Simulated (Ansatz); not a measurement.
# Calculations on BNH₅SF

## 1. Relaxation

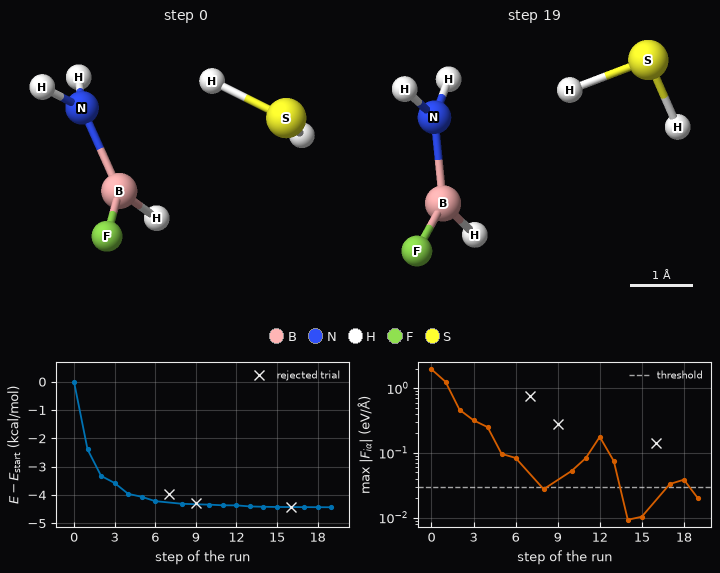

First and last geometry of a relaxation of BNH$_{5}$SF, with the history of the run. A ball-and-stick model, seen face on.

The run prepares an end point of a later path (reaction) calculation, from a guessed geometry.

Theory: RKS PBE-D4/6-31G* in Ansatz. Settings: no spin polarisation; force threshold 0.03 eV/Å; at most 50 steps.

### Read the history and describe the run.

It converged. The S atom moves most after the best rigid fit: 1.02 Å. By element the largest moves are S 1.02 Å, F 0.69 Å, H 0.57 Å, B 0.45 Å, N 0.19 Å. Some distances before and after: B–N 1.483 → 1.410 Å, H–S 1.385 → 1.367 Å, B–F 1.339 → 1.346 Å. Over 16 accepted moves (19 points after the start) the energy falls by 4.43 kcal/mol. Largest force component: 2 eV/Å at the start, 0.02 eV/Å at the end. The line search rejected the trial steps at points 7, 9, 16 of the run. The forces were under the threshold at step 8, but the run went on from there.

Limits of the set-up: the start holds two separate molecules, 2.3 Å apart at their closest, whose relative position is a soft coordinate.

## 2. Relaxation

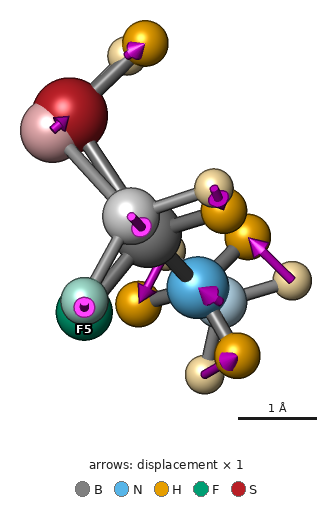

This is a relaxation of BNH₅SF. The starting structure is drawn faded, the final one solid; purple arrows show the displacements, at their true length. The two geometries are superimposed by the best rigid fit.

The picture is a ball-and-stick view, seen from a free direction.

The run prepares an end point of a later path (reaction) calculation, from a guessed geometry.

Level of theory: RKS PBE-D4/6-31G* in Ansatz.

The input:
```yaml
crystal:
  periodic: [false, false, false]
  atoms:
    - { symbol: B, position_ang: [-0.086672, 0.561346, -0.438897] }
    - { symbol: "N", position_ang: [0.000423, -0.009438, 2.239465] }
    - { symbol: H, position_ang: [-0.809369, -0.336109, 2.778202] }
    - { symbol: H, position_ang: [0.839452, -0.274951, 2.767358] }
    - { symbol: F, position_ang: [1.129136, 0.130254, -0.769855] }
    - { symbol: H, position_ang: [-1.058156, -0.125958, -0.593362] }
    - { symbol: S, position_ang: [-0.257143, 2.374175, 0.00473] }
    - { symbol: H, position_ang: [-1.607837, 2.322627, 0.130002] }
    - { symbol: H, position_ang: [-0.036434, 1.032256, 2.228158] }
basis:
  gaussian: { orbitals: "6-31G*" }
hamiltonian:
  xc: pbe
  dispersion: d4
relax:
  f_tol: 0.03
  max_steps: 50
```

Launched with:
```bash
ansatz run input.yaml --threads 1 --pin off --max-ram 2048MiB --backend cpu --events-out ev --progress --plain --runs-dir out
```

Q: Which element moves most?

A: Hydrogen: up to 0.98 Å, against 0.65 Å for boron.

Q: Describe the change and its energy.

A: Over 13 accepted moves (17 points after the start) the energy falls by 0.685 eV. Largest force component: 0.64 eV/Å at the start, 0.0041 eV/Å at the end. The line search rejected the trial steps at points 5, 9, 13, 16 of the run. The largest move after the best rigid fit is that of H4, 0.98 Å. By element the largest moves are H 0.98 Å, B 0.65 Å, F 0.56 Å, N 0.44 Å, S 0.30 Å. Near-neighbour distances that change, for instance: B1–N2 2.740 → 1.685 Å, B1–S7 1.874 → 1.930 Å, B1–F5 1.332 → 1.387 Å, B1–H6 1.200 → 1.219 Å. New bonds form, among them: B1–N2 (2.74 → 1.68 Å). Bond angles that change, for instance: H6–B1–S7 120.7° → 113.8°, F5–B1–S7 117.1° → 112.4°, F5–B1–H6 121.4° → 117.2°. The run took 41 s on 1 thread of Arm Neoverse V2, with other jobs on the host, peak memory 0.16 GiB.

Limits of the set-up: the start holds two separate molecules, 2.6 Å apart at their closest, whose relative position is a soft coordinate.

## 3. Path

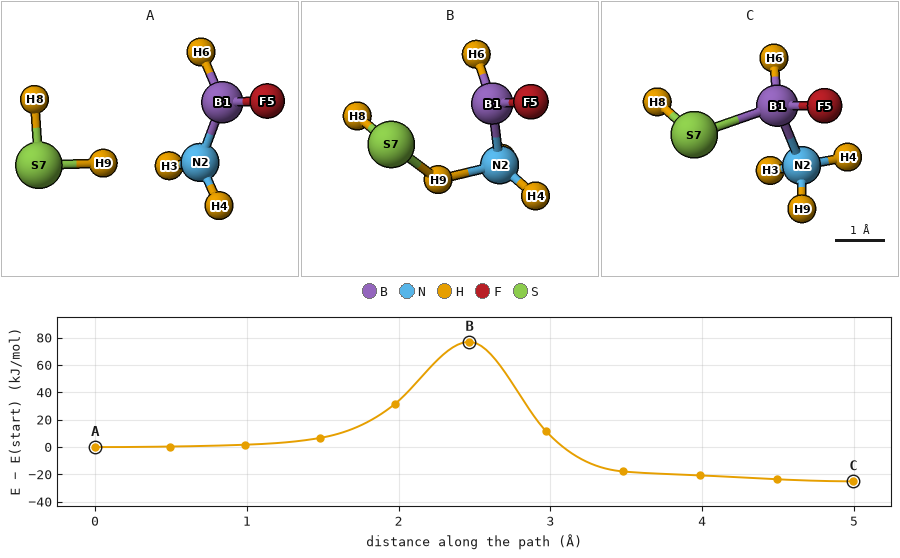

NEB run on BNH$_{5}$SF, made up at the start of BNH3F and H₂S. Images are numbered from 0 (start) to 10 (end). Frames A to C are images 0, 5, 10. A ball-and-stick model, seen at a tilt.

These are results of RKS PBE-D4/6-31G* in Ansatz, not measurements. Set-up: 9 movable images; climbing image; force threshold 0.03 eV/Å; iteration limit 60; starting path through a guess of the saddle point.

Read off the barrier and say what moves.

Answer. The energy climbs by 77.0 kJ/mol to image 5 and then falls by 102.0 kJ/mol, so the end point sits at −25.1 kJ/mol. Breaking: S7–H9 (1.37 → 1.59 at the top → 2.94 Å). Forming: B1–S7 (4.13 → 2.37 at the top → 1.93 Å), N2–H9 (2.32 → 1.43 at the top → 1.03 Å). The band converged in 14 iterations. The largest component of the band force went from 18 to 0.025 eV/Å. The climbing image converged on the top of the path. Its vibrational analysis gives one imaginary mode (1022i cm⁻¹), as a transition state must have.

Limits of the set-up: the start holds two separate molecules, 2.3 Å apart at their closest, whose relative position is a soft coordinate.

The run took 3.9 min on 1 thread of Arm Neoverse V2 (shared host), peak memory 0.14 GiB.
